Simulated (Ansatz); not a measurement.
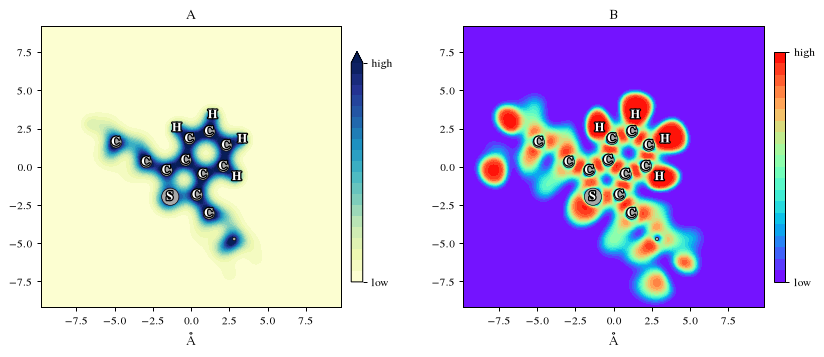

C24H14S5: 2 fields on the plane of atoms C21, C22 and C23, with unlabelled colour scales. Grey discs cover the atomic cores.

Geometry: PBE-D4/def2-SVP; not at a stationary point (largest force 1.3 eV/Å).

The calculation used Ansatz 0.2.0, RKS PBE0-D4/def2-TZVP.

Match the panels to the quantities (electron density and electron localisation function).

Answer. Panel A: electron density. Panel B: electron localisation function. From the grid: C–C (1.38 Å): the density is about 2.2 e/Å³ at the midpoint; the ELF peaks at about 0.95 between the atoms (localised, covalent bonding). C–S (1.74 Å): ρ at the midpoint is about 1.4 e/Å³; the ELF peaks at about 0.90 between the atoms; a shared electron pair.
